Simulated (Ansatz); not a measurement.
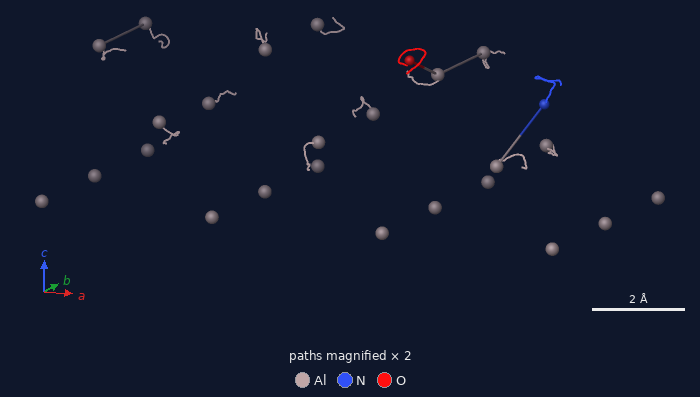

Molecular dynamics of NO on Al(110) (20 atoms in the cell), 90 fs long. Lines trace each atom's path, in the colour of its element; spheres stand at the starting positions. The excursions are magnified 2 times. Fixed atoms have no trace. Seen slightly off an axis in the simulation cell, with the vacuum cut short.

Computed with Ansatz, DFT PBE, scalar-relativistic, plane waves, PAW. Run with plane-wave cutoff 420 eV; k-point mesh 1 × 2 × 1; Fermi-Dirac smearing 0.15 eV; 6 atoms held fixed; Langevin thermostat (NVT); set temperature 900 K; time step 1 fs; friction 0.05 per fs.

Input file:
```yaml
crystal:
  lattice:
    - [12.15, 0.0, 0.0]
    - [0.0, 5.727565, 0.0]
    - [0.0, 0.0, 15.863782]
  atoms:
    - { symbol: Al, position: [0.0, 0.0, 0.0630367] }
    - { symbol: Al, position: [0.3333333, 0.0, 0.0630367] }
    - { symbol: Al, position: [0.6666667, 0.0, 0.0630367] }
    - { symbol: Al, position: [0.0, 0.5, 0.0630367] }
    - { symbol: Al, position: [0.3333333, 0.5, 0.0630367] }
    - { symbol: Al, position: [0.6666667, 0.5, 0.0630367] }
    - { symbol: Al, position: [0.17829999, 0.24987192, 0.1683018] }
    - { symbol: Al, position: [0.49010096, 0.2499075, 0.16085218] }
    - { symbol: Al, position: [0.83907172, 0.24997994, 0.15049465] }
    - { symbol: Al, position: [0.17144243, 0.75005116, 0.158332] }
    - { symbol: Al, position: [0.4936029, 0.74983926, 0.16502844] }
    - { symbol: Al, position: [0.83279475, 0.74997885, 0.14348733] }
    - { symbol: Al, position: [0.00230001, -0.03188807, 0.24385312] }
    - { symbol: Al, position: [0.33338211, -0.00368976, 0.26234811] }
    - { symbol: Al, position: [0.66488985, -0.03372088, 0.2472232] }
    - { symbol: Al, position: [0.00228744, 0.53197437, 0.24389812] }
    - { symbol: Al, position: [0.33335566, 0.50355544, 0.26236843] }
    - { symbol: Al, position: [0.6650507, 0.53381696, 0.24734374] }
    - { symbol: "N", position: [0.93249438, 0.25004854, 0.24407797] }
    - { symbol: O, position: [0.66864857, 0.24995059, 0.28787731] }
basis:
  ecutwfc: 420.0
kpoints:
  mp_grid: { grid: [1, 2, 1] }
hamiltonian:
  xc: pbe
scf:
  occupations: { method: fermi_dirac, width: 0.15 }
  lower_state_search: "off"
md:
  timestep: 1
  n_steps: 90
  ensemble: nvt_langevin
  temperature: 900.0
  initial_velocities: maxwell_boltzmann
  seed: 492489
  friction: 0.05
  constraints: [{ sites: [0, 1, 2, 3, 4, 5] }]
```

Launched with:
```bash
ansatz run input.yaml --threads 1 --pin off --max-ram 3072MiB --backend cpu --events-out ev --progress --plain --runs-dir out
```

### What do the traces tell about the motion?

In the second half of the run the atoms are, in the root-mean-square, this far from where they began (common drift taken out): Al 0.31 Å, N 0.30 Å, O 0.15 Å. The run lasts only 90 fs, too short to tell vibration from diffusion.

Limits of the set-up: the cell has an odd number of electrons but was run without spin polarisation; the k-point mesh is coarse for a cell with partly filled bands; the periodic images lie only 5.7 Å apart, so the values are limited by the cell's size.

Cost: 9.8 min on 1 thread of AMD EPYC 7R13 Processor (Zen 3), with other jobs on the host, peak memory 1.1 GiB.
